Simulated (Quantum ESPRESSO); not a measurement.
## Mg (Im-3m): phonons by linear response

How does Mg (Im-3m) vibrate, and is this structure a minimum?

Method: DFT LDA, scalar-relativistic, plane waves, PseudoDojo norm-conserving pseudopotentials, in Quantum ESPRESSO 7.5.

This is not the structure that Mg takes at ambient pressure and room temperature (hexagonal, No. 194); it is a model or a phase of other conditions.

## 1. The structure

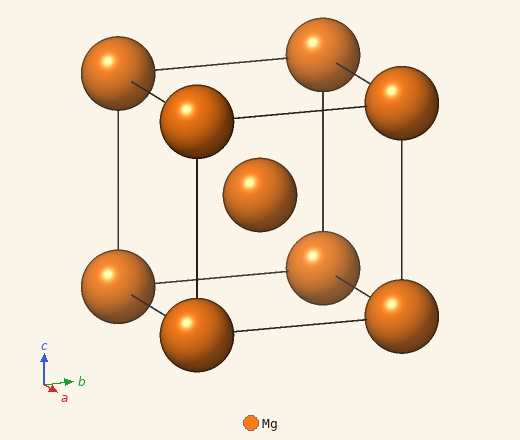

The cell as given, slightly off an axis (magnesium orange). This picture shows the conventional cell, with its axes. Some periodic images of atoms are drawn too.

As a file:

```cif
data_structure
_symmetry_space_group_name_H-M 'P 1'
_symmetry_Int_Tables_number 1
_cell_length_a 3.0705
_cell_length_b 3.0705
_cell_length_c 3.0705
_cell_angle_alpha 70.529
_cell_angle_beta 109.471
_cell_angle_gamma 70.529
_cell_volume 22.29
loop_
_atom_site_label
_atom_site_type_symbol
_atom_site_fract_x
_atom_site_fract_y
_atom_site_fract_z
_atom_site_occupancy
Mg1 Mg 0.00000 0.00000 0.00000 1
```

## 2. A first look

A cheap run with smearing and empty bands tells whether the crystal has a gap, which decides between fixed occupations and smearing later on.

The input, probe.in:

```
&control
   calculation = 'scf'
   prefix = 'x'
   outdir = './tmp'
   pseudo_dir = './pseudo'
   tprnfor = .true.
   tstress = .true.
   verbosity = 'high'
/
&system
   ibrav = 3
   celldm(1) = 6.70007878
   nat = 1
   ntyp = 1
   ecutwfc = 92.0
   occupations = 'smearing'
   smearing = 'gaussian'
   degauss = 0.01
/
&electrons
   conv_thr = 1.0d-07
   mixing_beta = 0.7
   electron_maxstep = 100
/
ATOMIC_SPECIES
 Mg     24.3050  Mg.upf
ATOMIC_POSITIONS crystal
 Mg     0.000000000   0.000000000   0.000000000
K_POINTS automatic
 8 8 8 0 0 0
```

Run with:

```sh
$ OMP_NUM_THREADS=1 mpirun -n 4 pw.x -nk 4 -in probe.in > probe.out
```

Log:

```text
[banners, grids, parts of the stress and lines that vanish by symmetry left out]
Program PWSCF v.7.5
     bravais-lattice index     =            3
     lattice parameter (alat)  =       6.7001  a.u.
[...]
kinetic-energy cutoff     =      92.0000  Ry
     charge density cutoff     =     368.0000  Ry
     scf convergence threshold =      1.0E-07
[...]
Exchange-correlation= SLA  PW   NOGX NOGC
                           (   1   4   0   0   0   0   0)
[...]
48 Sym. Ops., with inversion, found
[...]
(     0          1          0      )
                  (     0          0          1      )
[...]
(  0.0000000  1.0000000  0.0000000 )
                  (  0.0000000  0.0000000  1.0000000 )
[...]
(     1         -1          1      )
                  (     1          0          0      )
[...]
(  1.0000000  0.0000000  0.0000000 )
                  (  0.0000000 -1.0000000  0.0000000 )
[...]
(     1          0          0      )
                  (     0          0         -1      )
[...]
( -1.0000000  0.0000000  0.0000000 )
                  (  0.0000000  1.0000000  0.0000000 )
[...]
number of k points=    29  Gaussian smearing, width (Ry)=  0.0100
[...]
End of self-consistent calculation
[...]
the Fermi energy is     5.5842 ev
!    total energy              =    -118.55633040 Ry
[...]
convergence has been achieved in   4 iterations
[...]
atom    1 type  1   force =     0.00000000    0.00000000    0.00000000
[...]
Total force =     0.000000     Total SCF correction =     0.000000
[...]
total   stress  (Ry/bohr**3)                   (kbar)     P=      -12.45
[...]
XML data file, charge density, pseudopotentials, collected wavefunctions

   JOB DONE.
```

Wall time 1.6 s (4 MPI ranks of Arm Neoverse V2, shared host).

Read from the output:

```
volume per atom   : 22.29 Å³
pressure          : -1.245 GPa
gap on the k-mesh : 0 eV
```

No gap opens on this mesh, so smearing is kept; the start stands at -1.2 GPa.

## 3. Relaxing the cell and atoms

The relaxation runs at a cutoff a fifth above that of the response, since stress converges more slowly with the basis than frequencies do. Forces and stress are brought to rest with tight thresholds.

The input, relax.in:

```
&control
   calculation = 'vc-relax'
   prefix = 'x'
   outdir = './tmp'
   pseudo_dir = './pseudo'
   tprnfor = .true.
   tstress = .true.
   forc_conv_thr = 2.0d-05
   etot_conv_thr = 1.0d-07
   nstep = 40
/
&system
   ibrav = 3
   celldm(1) = 6.70007878
   nat = 1
   ntyp = 1
   ecutwfc = 110
   occupations = 'smearing'
   smearing = 'mv'
   degauss = 0.02
/
&electrons
   conv_thr = 1.0d-11
   mixing_beta = 0.7
   electron_maxstep = 100
/
&ions
/
&cell
   press_conv_thr = 0.2
/
ATOMIC_SPECIES
 Mg     24.3050  Mg.upf
ATOMIC_POSITIONS crystal
 Mg     0.000000000   0.000000000   0.000000000
K_POINTS automatic
 14 14 14 0 0 0
```

Run with:

```sh
$ OMP_NUM_THREADS=1 mpirun -n 4 pw.x -nk 4 -in relax.in > relax.out
```

Log:

```text
[banners, grids, parts of the stress and lines that vanish by symmetry left out]
[banner, memory and clock lines left out]
Program PWSCF v.7.5

[...]
kinetic-energy cutoff     =     110.0000  Ry
     charge density cutoff     =     440.0000  Ry
     scf convergence threshold =      1.0E-11
[...]
energy convergence thresh.=      1.0E-07
     force convergence thresh. =      2.0E-05
     press convergence thresh. =      2.0E-01
     Exchange-correlation= SLA  PW   NOGX NOGC
                           (   1   4   0   0   0   0   0)
[...]
48 Sym. Ops., with inversion, found
[...]
number of k points=   104  Marzari-Vanderbilt smearing, width (Ry)=  0.0200
[...]
End of self-consistent calculation
[...]
the Fermi energy is     5.7121 ev
!    total energy              =    -118.55689156 Ry
[...]
convergence has been achieved in   6 iterations
[...]
atom    1 type  1   force =     0.00000000    0.00000000    0.00000000
     Total force =     0.000000     Total SCF correction =     0.000000
[...]
total   stress  (Ry/bohr**3)                   (kbar)     P=      -10.89
[...]
number of bfgs steps    =   0
[...]
CELL_PARAMETERS (alat=  6.70007878)
[...]
ATOMIC_POSITIONS (crystal)
Mg               0.0000000000        0.0000000000        0.0000000000
[...]
New effective cutoffs (rho, wfc):  441.35  110.40
[...]
End of self-consistent calculation
[...]
the Fermi energy is     5.7595 ev
!    total energy              =    -118.55694782 Ry
[...]
convergence has been achieved in   4 iterations
[...]
atom    1 type  1   force =     0.00000000    0.00000000    0.00000000
     Total force =     0.000000     Total SCF correction =     0.000000
[...]
total   stress  (Ry/bohr**3)                   (kbar)     P=       -8.96
[...]
number of bfgs steps    =   1
[...]
WARNING: bfgs curvature condition failed, Theta= 0.977
[...]
CELL_PARAMETERS (alat=  6.70007878)
[...]
ATOMIC_POSITIONS (crystal)
Mg               0.0000000000        0.0000000000        0.0000000000
[...]
New effective cutoffs (rho, wfc):  443.81  111.02
[...]
End of self-consistent calculation
[...]
the Fermi energy is     5.8312 ev
!    total energy              =    -118.55701107 Ry
[...]
convergence has been achieved in   5 iterations
[...]
atom    1 type  1   force =     0.00000000    0.00000000    0.00000000
     Total force =     0.000000     Total SCF correction =     0.000000
[...]
total   stress  (Ry/bohr**3)                   (kbar)     P=       -5.97
[...]
number of bfgs steps    =   2
[...]
CELL_PARAMETERS (alat=  6.70007878)
[...]
ATOMIC_POSITIONS (crystal)
Mg               0.0000000000        0.0000000000        0.0000000000
[...]
New effective cutoffs (rho, wfc):  447.55  111.95
[...]
End of self-consistent calculation
[...]
the Fermi energy is     5.9403 ev
!    total energy              =    -118.55705701 Ry
[...]
convergence has been achieved in   5 iterations
[...]
atom    1 type  1   force =     0.00000000    0.00000000    0.00000000
     Total force =     0.000000     Total SCF correction =     0.000000
[...]
total   stress  (Ry/bohr**3)                   (kbar)     P=       -1.27
[...]
number of bfgs steps    =   3
[...]
CELL_PARAMETERS (alat=  6.70007878)
[...]
ATOMIC_POSITIONS (crystal)
Mg               0.0000000000        0.0000000000        0.0000000000
[...]
New effective cutoffs (rho, wfc):  448.56  112.20
[...]
End of self-consistent calculation
[...]
the Fermi energy is     5.9697 ev
!    total energy              =    -118.55705909 Ry
[...]
convergence has been achieved in   5 iterations
[...]
atom    1 type  1   force =     0.00000000    0.00000000    0.00000000
     Total force =     0.000000     Total SCF correction =     0.000000
[...]
total   stress  (Ry/bohr**3)                   (kbar)     P=        0.03
[...]
number of bfgs steps    =   4
[...]
small trust_radius: resetting bfgs history
[...]
CELL_PARAMETERS (alat=  6.70007878)
[...]
ATOMIC_POSITIONS (crystal)
Mg               0.0000000000        0.0000000000        0.0000000000
[...]
New effective cutoffs (rho, wfc):  448.55  112.20
[...]
End of self-consistent calculation
[...]
the Fermi energy is     5.9695 ev
!    total energy              =    -118.55705909 Ry
[...]
convergence has been achieved in   2 iterations
[...]
atom    1 type  1   force =     0.00000000    0.00000000    0.00000000
     Total force =     0.000000     Total SCF correction =     0.000000
[...]
total   stress  (Ry/bohr**3)                   (kbar)     P=        0.03
[...]
bfgs converged in   6 scf cycles and   5 bfgs steps
[...]
End of BFGS Geometry Optimization
     Final enthalpy           =    -118.5570590889 Ry
     File ./tmp/x.bfgs deleted, as requested
[...]
CELL_PARAMETERS (alat=  6.70007878)
[...]
ATOMIC_POSITIONS (crystal)
Mg               0.0000000000        0.0000000000        0.0000000000
[...]
Final scf calculation at the relaxed structure.
[...]
kinetic-energy cutoff     =     110.0000  Ry
     charge density cutoff     =     440.0000  Ry
     scf convergence threshold =      1.0E-13
[...]
press convergence thresh. =      2.0E-01
     Exchange-correlation= SLA  PW   NOGX NOGC
                           (   1   4   0   0   0   0   0)
[...]
48 Sym. Ops., with inversion, found
[...]
number of k points=   104  Marzari-Vanderbilt smearing, width (Ry)=  0.0200
[...]
c_bands:  1 eigenvalues not converged
     c_bands:  1 eigenvalues not converged
[...]
End of self-consistent calculation
[...]
the Fermi energy is     5.9695 ev
!    total energy              =    -118.55705798 Ry
[...]
convergence has been achieved in   8 iterations
[...]
atom    1 type  1   force =     0.00000000    0.00000000    0.00000000
     Total force =     0.000000     Total SCF correction =     0.000000
[...]
total   stress  (Ry/bohr**3)                   (kbar)     P=        0.04
[...]
XML data file, charge density, pseudopotentials, collected wavefunctions
```

It took 29 s on 4 MPI ranks; 1.9 min of CPU time.

The steps of the relaxation:

```csv
step,energy less that of the first step (eV),largest force (eV/Å),pressure (GPa),volume (Å³)
1,0.0000,0.0000,-1.09,22.29
2,-0.0008,0.0000,-0.90,22.16
3,-0.0016,0.0000,-0.60,21.98
4,-0.0023,0.0000,-0.13,21.70
5,-0.0023,0.0000,0.00,21.63
6,-0.0023,0.0000,0.00,21.63
7,-0.0023,0.0000,0.00,21.63
```

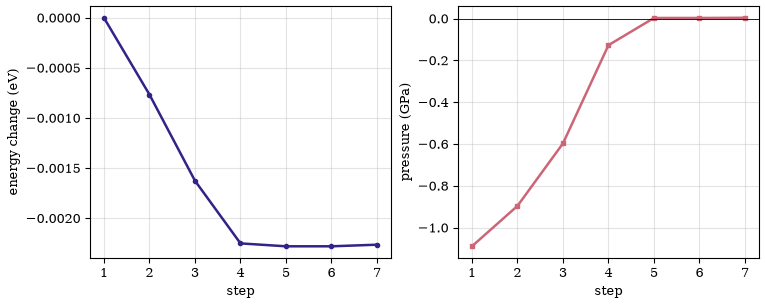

Energy and pressure along the relaxation.

```csv
"conventional cell, symmetrised",before,after,change
a (Å),3.546,3.510,-1.0 %
b (Å),3.546,3.510,-1.0 %
c (Å),3.546,3.510,-1.0 %
volume (Å³/atom),22.29,21.63,-2.9 %
```

Final coordinates:

```
CELL_PARAMETERS angstrom
1.75521 1.75521 1.75521
-1.75521 1.75521 1.75521
-1.75521 -1.75521 1.75521
ATOMIC_POSITIONS crystal
Mg 0.00000 0.00000 0.00000
```

The last row of the table of steps is pw.x's closing run on a basis chosen anew for the final cell, so its energy can jump.

Numbers from this step:

| Quantity | Value |
| --- | --- |
| volume per atom | 21.63 Å³ |
| pressure | 0.004 GPa |

The volume changes by -2.9 % from the cell with which this run began.

## 4. Ground state

Perturbation theory inherits every error of the wavefunctions, so the threshold is set near the limit of the arithmetic. Smearing stays on, as the first look found no gap above 0.3 eV.

The input, scf.in:

```
&control
   calculation = 'scf'
   prefix = 'x'
   outdir = './tmp'
   pseudo_dir = './pseudo'
   tprnfor = .true.
   tstress = .true.
/
&system
   ibrav = 3
   celldm(1) = 6.63373098
   nat = 1
   ntyp = 1
   ecutwfc = 92.0
   occupations = 'smearing'
   smearing = 'mv'
   degauss = 0.02
/
&electrons
   conv_thr = 1.0d-12
   mixing_beta = 0.7
   electron_maxstep = 100
/
ATOMIC_SPECIES
 Mg     24.3050  Mg.upf
ATOMIC_POSITIONS crystal
 Mg     0.000000000   0.000000000   0.000000000
K_POINTS automatic
 16 16 16 0 0 0
```

Run with:

```sh
$ OMP_NUM_THREADS=1 mpirun -n 4 pw.x -nk 4 -in scf.in > scf.out
```

Log:

```text
[banners, grids, parts of the stress and lines that vanish by symmetry left out]
[banner, memory and clock lines left out]
Program PWSCF v.7.5

[...]
kinetic-energy cutoff     =      92.0000  Ry
     charge density cutoff     =     368.0000  Ry
     scf convergence threshold =      1.0E-12
[...]
Exchange-correlation= SLA  PW   NOGX NOGC
                           (   1   4   0   0   0   0   0)
[...]
48 Sym. Ops., with inversion, found
[...]
number of k points=   145  Marzari-Vanderbilt smearing, width (Ry)=  0.0200
[...]
End of self-consistent calculation
[...]
the Fermi energy is     5.9513 ev
!    total energy              =    -118.55693594 Ry
[...]
convergence has been achieved in   7 iterations
[...]
atom    1 type  1   force =     0.00000000    0.00000000    0.00000000
     Total force =     0.000000     Total SCF correction =     0.000000
[...]
total   stress  (Ry/bohr**3)                   (kbar)     P=        0.47
[...]
XML data file, charge density, pseudopotentials, collected wavefunctions
```

Elapsed: 6.8 s, on 4 MPI ranks; 27 s of CPU time.

Read from the output:

```yaml
pressure: 0.04700 GPa
```

The cell stands at 0.047 GPa, close enough for phonons.

(Continued in part 2 of 2.)

[Host names and launcher messages were left out of these logs when they were recorded.]

[Logs are printed without paths, hosts, clocks, repeated set-up lines and the standing remarks that a program may print on its own settings, such as how far it seeks lower states.]

[Hosts, paths, dates, database ids (printed as entryN), source tags and the programs' standing remarks are cut or masked in the printed files.]
